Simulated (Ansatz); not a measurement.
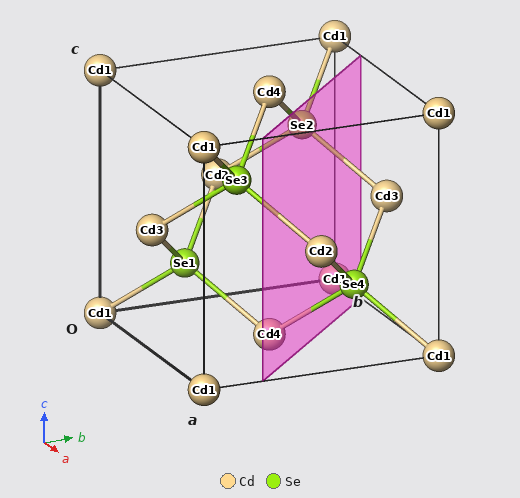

Crystal: CdSe, the input geometry of an electronic-structure calculation (not necessarily at equilibrium). The shaded plane is a symmetry element of the crystal. The drawing is computed from the coordinates (standard cell, symmetry found to 0.002 Å).

a = 6.141 Å, b = 6.141 Å, c = 6.141 Å, α = 90.00°, β = 90.00°, γ = 90.00°.

| atom | x | y | z |
| --- | --- | --- | --- |
| Cd1 | 0.0000 | 0.0000 | 0.0000 |
| Se1 | 0.2500 | 0.2500 | 0.2500 |
| Cd2 | 0.0000 | 0.5000 | 0.5000 |
| Se2 | 0.2500 | 0.7500 | 0.7500 |
| Cd3 | 0.5000 | 0.0000 | 0.5000 |
| Se3 | 0.7500 | 0.2500 | 0.7500 |
| Cd4 | 0.5000 | 0.5000 | 0.0000 |
| Se4 | 0.7500 | 0.7500 | 0.2500 |

Is it a mirror or a glide plane, and what is the operation?

It is a glide plane with glide vector (1/4, −1/4, 1/2), parallel to (1 1 0), through (5/8, 5/8, 1/2): x, y, z → −y+3/2, −x+1, z+1/2.

Onto which atom does it carry each atom (up to whole multiples of a, b and c)?

Cd1 → Cd3, Se1 → Se2, Cd2 → Cd1, Se2 → Se4, Cd3 → Cd4, Se3 → Se1, Cd4 → Cd2, Se4 → Se3.

What is the crystal's space group?

No. 216, F-43m.
